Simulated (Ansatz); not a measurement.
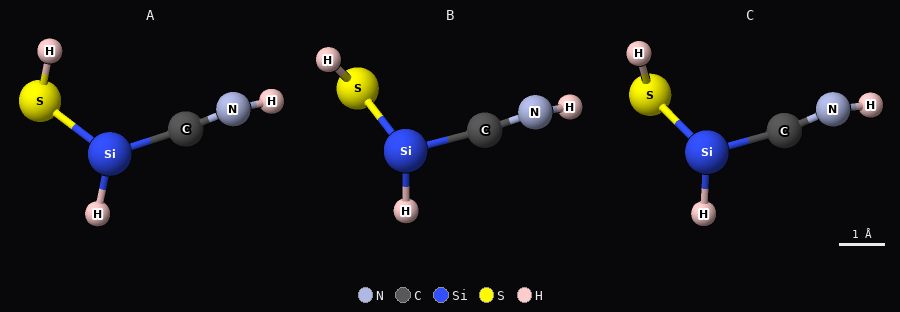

3 geometries from one relaxation of CH3NSSi, in shuffled order. The picture is a ball-and-stick view, seen face on.

The run prepares an end point of a later path (torsion) calculation, from a guessed geometry.

These are results of RKS revPBE/def2-SVP in Ansatz 0.2.0, not measurements. (no spin polarisation; force threshold 0.015 eV/Å; at most 40 steps)

Put them in the order of the run, from the start to the converged end.

A, C, B. They are steps 0, 2, 16, at +6.53 kcal/mol, +1.66 kcal/mol relative to the last. The energy falls by 6.53 kcal/mol in 16 geometry steps. Largest force component: 1.4 eV/Å at the start, 0.008 eV/Å at the end. The largest moves after the best rigid fit, 0.53 Å, are those of S and H atoms. By element the largest moves are S 0.53 Å, H 0.52 Å, Si 0.24 Å, C 0.14 Å, N 0.09 Å. Among the contacts that change: H–Si 1.449 → 1.519 Å, S–Si 2.153 → 2.204 Å, C–Si 1.806 → 1.856 Å, H–S 1.326 → 1.363 Å. Bond angles that change, for instance: C–Si–H 114.0° → 97.0°, C–Si–S 116.4° → 101.0°, N–C–Si 152.6° → 158.9°. Groups turn about S–Si by about 40°.
